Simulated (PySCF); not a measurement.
**Magnesium: the same states on changed settings**

These states were run before on sound settings. What differs here: radial step 1.2 in ln r (0.13 in the sound run), unsound on purpose. What does it move?

Method: unrestricted determinants in a Gaussian basis, no spin-orbit coupling in the energies. Code: PySCF 2.14.0.

**1. What is computed**

| Quantity | Value |
| --- | --- |
| Element | magnesium (Z = 12) |
| Basis | aug-cc-pVDZ |
| Hamiltonian | the non-relativistic Hamiltonian (point nucleus) |
| State 1 | Mg: [Ne] 3s2, closed-shell 1S |
| State 2 | Mg⁺: [Ne] 3s1, 2S determinant |
| Methods | BP86, r2SCAN |

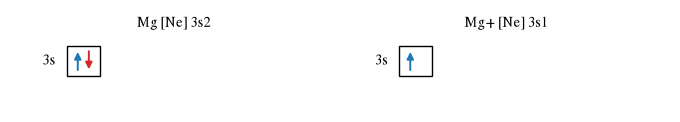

Outer shells as boxes.

The sound run (aug-cc-pVDZ, the non-relativistic Hamiltonian (point nucleus), symmetry-adapted start, fine grid, valence correlation) gave:

| species | method | energy (hartree) |
| --- | --- | --- |
| Mg | UHF | -199.60834 |
| Mg | BP86 | -200.08172 |
| Mg | r2SCAN | -200.03362 |
| Mg | MP2 (valence) | -199.63003 |
| Mg | CCSD(T) (valence) | -199.64129 |
| Mg⁺ | UHF | -199.36492 |
| Mg⁺ | BP86 | -199.79731 |
| Mg⁺ | r2SCAN | -199.76196 |

One driver process ran all states and methods and kept the integrals in memory. Each run is shown as a PySCF script that sums up its settings (the driver passes frozen orbitals as a list and adds second-order terms of double hybrids); the logs are those of the runs themselves. The driver starts from symmetry-adapted Hartree-Fock orbitals, holds the occupation by maximum overlap and uses a logarithmic radial grid for functionals, so a plain start would take other cycles.

It was started by

```
$ OMP_NUM_THREADS=1 python atomrun2.py TASK.json OUT
```

The integrals over 27 functions and the set-up took 0.02 s of CPU time.

The grid is set inside the driver, so the scripts do not show it: radial step 1.2 in ln r (0.13 in the sound run).

**2. Changed run, Mg**

Level: BP86.

input.py

```python
from pyscf import gto, scf, dft, mp, cc
import basis_set_exchange as bse
mol = gto.M(atom="Mg 0 0 0", charge=0, spin=0, symmetry="D2h",
            basis=gto.basis.parse(bse.get_basis("aug-cc-pVDZ", elements=["Mg"], fmt="nwchem", header=False)))
mf = dft.UKS(mol, xc="B88,P86")
mf.irrep_nelec = {'Ag': (3, 3), 'B1u': (1, 1), 'B2u': (1, 1), 'B3u': (1, 1)}
mf.kernel()
```

What it wrote:

```text
damping factor = 0
level_shift factor = 0
DIIS = <class 'pyscf.scf.diis.CDIIS'>
diis_start_cycle = 1
diis_space = 10
diis_damp = 0
SCF conv_tol = 1e-09
SCF conv_tol_grad = None
number electrons alpha = 6  beta = 6
XC functionals = B88,P86
    A. D. Becke.,  Phys. Rev. A 38, 3098 (1988)
    J. P. Perdew.,  Phys. Rev. B 33, 8822 (1986)
cycle= 1 E= -200.095327987025  delta_E= -0.0716  |g|= 0.0535  |ddm|= 4.81
cycle= 2 E= -200.097989378087  delta_E= -0.00266  |g|= 0.0142  |ddm|= 1.14
cycle= 3 E= -200.098190934043  delta_E= -0.000202  |g|= 0.000102  |ddm|= 0.31
cycle= 4 E= -200.098190943931  delta_E= -9.89e-09  |g|= 8.82e-06  |ddm|= 0.00233
cycle= 5 E= -200.098190944109  delta_E= -1.78e-10  |g|= 1.45e-07  |ddm|= 0.000338
converged SCF energy = -200.098190944109  <S^2> = -1.2434498e-14  2S+1 = 1
```

It took 0.04 s on 1 thread of Neoverse-V1, shared host, the integrals not counted.

Orbital energies by shell (radii are means over both spins):

| shell | electrons | mean orbital energy (eV) | spread (eV) | rms radius (bohr) |
| --- | --- | --- | --- | --- |
| 1s | 2 | -1267.1 | 0 | 0.151 |
| 2s | 2 | -82.888 | 0 | 0.771 |
| 2p | 6 | -50.679 | 0 | 0.779 |
| 3s | 2 | -6.899 | 0 | 4.34 |

⟨S²⟩ = 0.000, ⟨L²⟩ = 0.00.

Level: r2SCAN.

Changes to input.py:

```diff
@@ -4,3 +4,3 @@
             basis=gto.basis.parse(bse.get_basis("aug-cc-pVDZ", elements=["Mg"], fmt="nwchem", header=False)))
-mf = dft.UKS(mol, xc="B88,P86")
+mf = dft.UKS(mol, xc="R2SCAN")
 mf.irrep_nelec = {'Ag': (3, 3), 'B1u': (1, 1), 'B2u': (1, 1), 'B3u': (1, 1)}
```

What it wrote:

```text
damping factor = 0
level_shift factor = 0
DIIS = <class 'pyscf.scf.diis.CDIIS'>
diis_start_cycle = 1
diis_space = 10
diis_damp = 0
SCF conv_tol = 1e-09
SCF conv_tol_grad = None
number electrons alpha = 6  beta = 6
XC functionals = R2SCAN
    J. W. Furness, A. D. Kaplan, J. Ning, J. P. Perdew, and J. Sun.,  J. Phys. Chem. Lett. 11, 8208-8215 (2020)
    J. W. Furness, A. D. Kaplan, J. Ning, J. P. Perdew, and J. Sun.,  J. Phys. Chem. Lett. 11, 9248-9248 (2020)
    J. W. Furness, A. D. Kaplan, J. Ning, J. P. Perdew, and J. Sun.,  J. Phys. Chem. Lett. 11, 8208-8215 (2020)
    J. W. Furness, A. D. Kaplan, J. Ning, J. P. Perdew, and J. Sun.,  J. Phys. Chem. Lett. 11, 9248-9248 (2020)
cycle= 1 E= -200.155780516966  delta_E= -0.0822  |g|= 0.0289  |ddm|=  4.5
cycle= 2 E= -200.156553808521  delta_E= -0.000773  |g|= 0.00388  |ddm|= 0.406
cycle= 3 E= -200.156564221897  delta_E= -1.04e-05  |g|= 0.000176  |ddm|= 0.0754
cycle= 4 E= -200.156564251283  delta_E= -2.94e-08  |g|= 2.58e-06  |ddm|= 0.00427
cycle= 5 E= -200.156564251299  delta_E= -1.59e-11  |g|= 1.49e-07  |ddm|= 0.000117
converged SCF energy = -200.156564251299  <S^2> = -1.4210855e-14  2S+1 = 1
```

It took 0.05 s on 1 thread of Neoverse-V1, shared host, the integrals not counted.

**3. Changed run, Mg⁺**

Level: BP86.

input.py

```python
from pyscf import gto, scf, dft, mp, cc
import basis_set_exchange as bse
mol = gto.M(atom="Mg 0 0 0", charge=1, spin=1, symmetry="D2h",
            basis=gto.basis.parse(bse.get_basis("aug-cc-pVDZ", elements=["Mg"], fmt="nwchem", header=False)))
mf = dft.UKS(mol, xc="B88,P86")
mf.irrep_nelec = {'Ag': (3, 2), 'B1u': (1, 1), 'B2u': (1, 1), 'B3u': (1, 1)}
mf.kernel()
```

What it wrote:

```text
damping factor = 0
level_shift factor = 0
DIIS = <class 'pyscf.scf.diis.CDIIS'>
diis_start_cycle = 1
diis_space = 10
diis_damp = 0
SCF conv_tol = 1e-09
SCF conv_tol_grad = None
number electrons alpha = 6  beta = 5
XC functionals = B88,P86
    A. D. Becke.,  Phys. Rev. A 38, 3098 (1988)
    J. P. Perdew.,  Phys. Rev. B 33, 8822 (1986)
cycle= 1 E= -199.767566400931  delta_E= -0.0284  |g|= 0.028  |ddm|= 2.71
cycle= 2 E= -199.768261055887  delta_E= -0.000695  |g|= 0.0029  |ddm|= 0.302
cycle= 3 E= -199.768268181298  delta_E= -7.13e-06  |g|= 0.000388  |ddm|= 0.0342
cycle= 4 E= -199.768268271159  delta_E= -8.99e-08  |g|= 1.89e-06  |ddm|= 0.0034
cycle= 5 E= -199.768268271166  delta_E= -6.88e-12  |g|= 3.33e-08  |ddm|= 4.25e-05
converged SCF energy = -199.768268271166  <S^2> = 0.75000226  2S+1 = 2.0000023
```

It took 0.04 s on 1 thread of Neoverse-V1, shared host, the integrals not counted.

The occupied shells:

| shell | electrons | mean orbital energy (eV) | spread (eV) | rms radius (bohr) |
| --- | --- | --- | --- | --- |
| 1s α | 1 | -1274.1 | 0 | 0.151 |
| 1s β | 1 | -1274.1 | 0 | 0.151 |
| 2s α | 1 | -89.844 | 0 | 0.770 |
| 2s β | 1 | -89.720 | 0 | 0.770 |
| 2p α | 3 | -57.640 | 0 | 0.779 |
| 2p β | 3 | -57.504 | 0 | 0.779 |
| 3s α | 1 | -11.975 | 0 | 3.85 |

⟨S²⟩ = 0.750, ⟨L²⟩ = 0.00.

Level: r2SCAN.

Changes to input.py:

```diff
@@ -4,3 +4,3 @@
             basis=gto.basis.parse(bse.get_basis("aug-cc-pVDZ", elements=["Mg"], fmt="nwchem", header=False)))
-mf = dft.UKS(mol, xc="B88,P86")
+mf = dft.UKS(mol, xc="R2SCAN")
 mf.irrep_nelec = {'Ag': (3, 2), 'B1u': (1, 1), 'B2u': (1, 1), 'B3u': (1, 1)}
```

What it wrote:

```text
damping factor = 0
level_shift factor = 0
DIIS = <class 'pyscf.scf.diis.CDIIS'>
diis_start_cycle = 1
diis_space = 10
diis_damp = 0
SCF conv_tol = 1e-09
SCF conv_tol_grad = None
number electrons alpha = 6  beta = 5
XC functionals = R2SCAN
    J. W. Furness, A. D. Kaplan, J. Ning, J. P. Perdew, and J. Sun.,  J. Phys. Chem. Lett. 11, 8208-8215 (2020)
    J. W. Furness, A. D. Kaplan, J. Ning, J. P. Perdew, and J. Sun.,  J. Phys. Chem. Lett. 11, 9248-9248 (2020)
    J. W. Furness, A. D. Kaplan, J. Ning, J. P. Perdew, and J. Sun.,  J. Phys. Chem. Lett. 11, 8208-8215 (2020)
    J. W. Furness, A. D. Kaplan, J. Ning, J. P. Perdew, and J. Sun.,  J. Phys. Chem. Lett. 11, 9248-9248 (2020)
cycle= 1 E= -199.830827153987  delta_E= -0.0284  |g|= 0.0247  |ddm|= 2.67
cycle= 2 E= -199.832284331728  delta_E= -0.00146  |g|= 0.00253  |ddm|= 0.528
cycle= 3 E= -199.832301778701  delta_E= -1.74e-05  |g|= 0.000116  |ddm|= 0.0806
cycle= 4 E= -199.832301784705  delta_E= -6e-09  |g|= 7.76e-06  |ddm|= 0.000579
cycle= 5 E= -199.832301784756  delta_E= -5.11e-11  |g|= 1.57e-07  |ddm|= 0.00011
converged SCF energy = -199.832301784756  <S^2> = 0.75000911  2S+1 = 2.0000091
```

Time after the integrals: 0.05 s (1 thread of Neoverse-V1, shared host).

**4. What moved**

| species | method | converged | energy less sound run (eV) |
| --- | --- | --- | --- |
| Mg | BP86 | yes | -0.4482 |
| Mg | r2SCAN | yes | -3.3454 |
| Mg⁺ | BP86 | yes | +0.7902 |
| Mg⁺ | r2SCAN | yes | -1.9141 |

Ionisation energy of Mg:

| method | sound run (eV) | changed run (eV) | shift (eV) |
| --- | --- | --- | --- |
| UHF | 6.624 | 6.624 | +0.000 |
| BP86 | 7.739 | 8.978 | +1.238 |
| r2SCAN | 7.392 | 8.824 | +1.431 |

**5. Outcome**

| quantity | value |
| --- | --- |
| change | radial step 1.2 in ln r (0.13 in the sound run) |
| runs converged | 4 of 4 |
| largest shift of a converged total energy | 3.35 eV |
| largest shift of the ionisation energy | +1.431 eV (r2SCAN) |

In words: The ionisation energy moves by up to 1.43 eV, at r2SCAN. A coarse radial grid mis-integrates the density and the exchange-correlation energy, with errors of either sign; Hartree-Fock needs no grid. The setting is unsound on purpose, so these numbers are no properties of the atom.
